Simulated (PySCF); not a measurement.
# C4H8O (SMILES CCCC=O): levels of theory compared

Wanted: a comparison of 6 runs (HF/STO-3G, B2PLYP/6-31G*, CAM-B3LYP/6-31G*, M06-2X/6-31G*, PBE0/6-31G*, SCS-MP2/6-31G*) of C4H8O. The job is set up through a Python script.

The results are computed with PySCF 2.14.0.

1 further run of the same task is left out (set aside as unsound or not needed).

### Step 1. The molecule

C4H8O: 13 atoms, total charge 0, spin state singlet. SMILES: `CCCC=O`. The C3–H11 distance was set to 1.977 Å, away from the relaxed value. At this shape a bond of the SMILES string is far longer than usual.

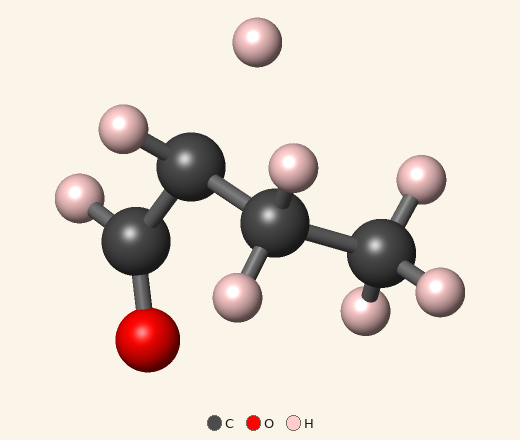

The structure, seen from a chosen angle (carbon dark grey, oxygen red, hydrogen pink).

### Step 2. A single-point energy at HF/STO-3G (run 1)

mol.xyz

```xyz
13

C     -1.057042     1.072393     0.736880
C      0.459158     1.168293     0.785580
C      1.143458     0.278993    -0.236320
C      1.031858     0.741493    -1.658220
O      0.541458     1.778993    -2.011220
H     -1.515242     1.712893     1.493380
H     -1.392642     0.047893     0.923680
H     -1.438442     1.382493    -0.237420
H      0.814858     0.895293     1.783380
H      0.767258     2.203293     0.613080
H      0.464500    -1.576800    -0.164500
H      2.220758     0.187393    -0.037620
H      1.466358     0.043593    -2.408520
```

job.py

```python
from pyscf import gto

mol = gto.M(
    atom='mol.xyz',
    spin=0,
    basis='sto-3g',
    max_memory=1860,
    verbose=4,
)

mf = mol.RHF()
mf.conv_tol = 1e-10
mf.kernel()
if not mf.converged:
    mf = mf.newton().run(mf.mo_coeff, mf.mo_occ)

etot = mf.e_tot
print(f'total energy: {etot:.8f} hartree')
```

Started as:

```bash
$ OMP_NUM_THREADS=1 python job.py
```

Log:

```text
PySCF version 2.14.0

[... 71 lines left out ...]
converged SCF energy = -227.886357960407
total energy: -227.88635796 hartree
```

It took 1.2 s on 1 thread of Intel Xeon at 2.70GHz, shared host; peak memory 0.12 GiB.

### Step 3. The energy at B2PLYP/6-31G(d) (spherical functions) (run 2)

job.py

```python
from pyscf import gto, dft, mp

molecule = gto.Mole()
molecule.atom = [
    ('C', (-1.057042, 1.072393, 0.736880)),
    ('C', (0.459158, 1.168293, 0.785580)),
    ('C', (1.143458, 0.278993, -0.236320)),
    ('C', (1.031858, 0.741493, -1.658220)),
    ('O', (0.541458, 1.778993, -2.011220)),
    ('H', (-1.515242, 1.712893, 1.493380)),
    ('H', (-1.392642, 0.047893, 0.923680)),
    ('H', (-1.438442, 1.382493, -0.237420)),
    ('H', (0.814858, 0.895293, 1.783380)),
    ('H', (0.767258, 2.203293, 0.613080)),
    ('H', (0.464500, -1.576800, -0.164500)),
    ('H', (2.220758, 0.187393, -0.037620)),
    ('H', (1.466358, 0.043593, -2.408520)),
]
molecule.verbose = 3
molecule.basis = '6-31g*'
molecule.max_memory = 1860
molecule.spin = 0
molecule.build()

mf = dft.RKS(molecule, xc='0.53*HF + 0.47*B88, 0.73*LYP')
mf.conv_tol = 1e-10
mf.grids.level = 5
mf.kernel()
if not mf.converged:
    mf = mf.newton().run(mf.mo_coeff, mf.mo_occ)

pt = mp.MP2(mf, frozen=5).run()
e_final = mf.e_tot + 0.27 * pt.e_corr
print('PT2 part  %.8f' % (0.27 * pt.e_corr))
print('E(%s) = %.9f' % ('B2PLYP', e_final))
```

Started as:

```bash
$ OMP_NUM_THREADS=1 python job.py
```

Log:

```text
converged SCF energy = -231.825340276633
E(RMP2) = -232.697846987593  E_corr = -0.87250671095982
E(SCS-RMP2) = -232.68834624431  E_corr = -0.863005967677162
PT2 part  -0.23557681
E(B2PLYP) = -232.060917089
```

Wall time 31 s (1 thread of Intel Xeon at 2.70GHz, shared host); peak memory 0.44 GiB.

Runs 3 to 4 aren't shown in full; the table further down has their settings and results.

### Step 4. The energy at PBE0/6-31G(d) (spherical functions) (run 5)

calc.py

```python
from pyscf import gto, dft

molecule = gto.Mole()
molecule.atom = [
    ('C', (-1.057042, 1.072393, 0.736880)),
    ('C', (0.459158, 1.168293, 0.785580)),
    ('C', (1.143458, 0.278993, -0.236320)),
    ('C', (1.031858, 0.741493, -1.658220)),
    ('O', (0.541458, 1.778993, -2.011220)),
    ('H', (-1.515242, 1.712893, 1.493380)),
    ('H', (-1.392642, 0.047893, 0.923680)),
    ('H', (-1.438442, 1.382493, -0.237420)),
    ('H', (0.814858, 0.895293, 1.783380)),
    ('H', (0.767258, 2.203293, 0.613080)),
    ('H', (0.464500, -1.576800, -0.164500)),
    ('H', (2.220758, 0.187393, -0.037620)),
    ('H', (1.466358, 0.043593, -2.408520)),
]
molecule.charge = 0
molecule.spin = 0
molecule.verbose = 4
molecule.max_memory = 1860
molecule.basis = '6-31g*'
molecule.build()

myscf = dft.RKS(molecule, xc='pbe0')
myscf.conv_tol = 1e-10
myscf.grids.level = 5
myscf.kernel()
if not myscf.converged:
    myscf = myscf.newton().run(myscf.mo_coeff, myscf.mo_occ)

energy = myscf.e_tot
print(f'total energy: {energy:.8f} hartree')
```

Started as:

```bash
$ OMP_NUM_THREADS=1 python calc.py
```

Log:

```text
PySCF version 2.14.0

[... 86 lines left out ...]
converged SCF energy = -232.054802866835
total energy: -232.05480287 hartree
```

It took 30 s on 1 thread of Intel Xeon at 2.70GHz, shared host; peak memory 0.44 GiB.

### Step 5. The energy at SCS-MP2/6-31G(d) (spherical functions) (run 6)

geometry.xyz

```xyz
13

C     -1.057042     1.072393     0.736880
C      0.459158     1.168293     0.785580
C      1.143458     0.278993    -0.236320
C      1.031858     0.741493    -1.658220
O      0.541458     1.778993    -2.011220
H     -1.515242     1.712893     1.493380
H     -1.392642     0.047893     0.923680
H     -1.438442     1.382493    -0.237420
H      0.814858     0.895293     1.783380
H      0.767258     2.203293     0.613080
H      0.464500    -1.576800    -0.164500
H      2.220758     0.187393    -0.037620
H      1.466358     0.043593    -2.408520
```

job.py

```python
from pyscf import gto, mp

molecule = gto.Mole()
molecule.atom = 'geometry.xyz'
molecule.basis = '6-31g*'
molecule.spin = 0
molecule.verbose = 3
molecule.max_memory = 1860
molecule.build()

myscf = molecule.RHF()
myscf.conv_tol = 1e-10
myscf.kernel()
if not myscf.converged:
    myscf = myscf.newton().run(myscf.mo_coeff, myscf.mo_occ)

pt = mp.MP2(myscf, frozen=5).run()
e_tot = myscf.e_tot + 1.2 * pt.e_corr_os + pt.e_corr_ss / 3
print('Final energy', e_tot)
```

Started as:

```bash
$ OMP_NUM_THREADS=1 python job.py
```

Log:

```text
converged SCF energy = -230.844166803648
E(RMP2) = -231.545674265827  E_corr = -0.701507462179355
E(SCS-RMP2) = -231.537701156615  E_corr = -0.693534352967127
Final energy -231.5377011566148
```

It took 3.3 s on 1 thread of Intel Xeon at 2.70GHz, shared host; peak memory 0.21 GiB.

### Step 6. All runs side by side

| run | level | frozen core orbitals | integration grid | energy (Eh) | dipole moment (D) of the reference | HOMO energy (eV) | LUMO energy (eV) | wall time |
| --- | --- | --- | --- | --- | --- | --- | --- | --- |
| 1 | HF/STO-3G | – | – | -227.886358 | 1.38 | -7.86 | 4.88 | 1.2 s |
| 2 | B2PLYP/6-31G* (spherical functions) | 5 | 5 | -232.060917 | 1.98 | -8.76 | -0.86 | 31 s |
| 3 | CAM-B3LYP/6-31G* (spherical functions) | – | 5 | -232.203217 | 1.91 | -8.77 | -1.05 | 68 s |
| 4 | M06-2X/6-31G* (spherical functions) | – | 5 | -232.211769 | 1.96 | -8.83 | -1.32 | 57 s |
| 5 | PBE0/6-31G* (spherical functions) | – | 5 | -232.054803 | 1.92 | -7.35 | -2.23 | 30 s |
| 6 | SCS-MP2/6-31G* (spherical functions) | 5 | – | -231.537701 | 2.13 | -10.38 | 1.49 | 3.3 s |

### Step 7. What came out

| quantity | value |
| --- | --- |
| run 6: total energy | -231.53770 Eh |
| run 6: dipole moment (Hartree–Fock density) | 2.13 D |
| run 6: HOMO energy (Hartree–Fock orbitals) | -10.38 eV |
| run 6: LUMO energy (Hartree–Fock orbitals) | 1.49 eV |
| run 6: HOMO–LUMO gap (Hartree–Fock orbitals) | 11.87 eV |
| run 6: correlation energy (5 core orbitals frozen) | -693.5 mEh |

Over runs 1, 2, 3, 4, 5 the dipole moment (its size) runs from 1.38 D (HF/STO-3G) to 1.98 D (B2PLYP/6-31G*). The two ends differ in method and basis. A double hybrid's value is that of its SCF part. Over runs 1, 2, 3, 4, 5 the HOMO–LUMO gap runs from 5.12 eV (PBE0/6-31G*) to 12.74 eV (HF/STO-3G). Totals of different functionals can't be ranked against each other. In run 1 the basis is minimal, so the values are rough. In runs 1, 2, 3, 4, 5, 6 a closed-shell determinant meets a far-stretched bond, which it describes badly. All runs together took 3.2 min, the longest 68 s.
